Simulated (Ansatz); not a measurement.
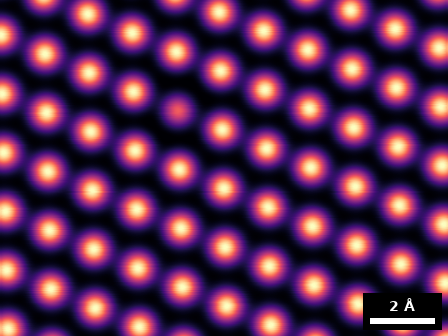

Dark-field STEM-like image of Ta (Im-3m, No. 229) along [210]. Simulated incoherent Z contrast: every atom adds Z^1.7 spread by a probe of 0.84 Å full width; channelling and multiple scattering are left out. The probe carries 25 % of its weight in a tail 2.5 times as wide. A slight drift was added.

The sample is 2 repeats (15.0 Å) thick. One point defect was put into the perfect crystal, without relaxing the atoms around it. Brightness is counted from the darkest point of the image. Host structure: the input geometry of a calculation.

> Where is the defect (in Å from the left and the top edge), and what does its contrast suggest?

At about 6 Å from the left and 3 Å from the top. The column is dimmer, which points to a vacancy or a lighter atom. The column holds 2 atoms (Ta) through the sample, and one Ta atom is replaced by Nb, so its peak drops to about 65 % of that of its equals.
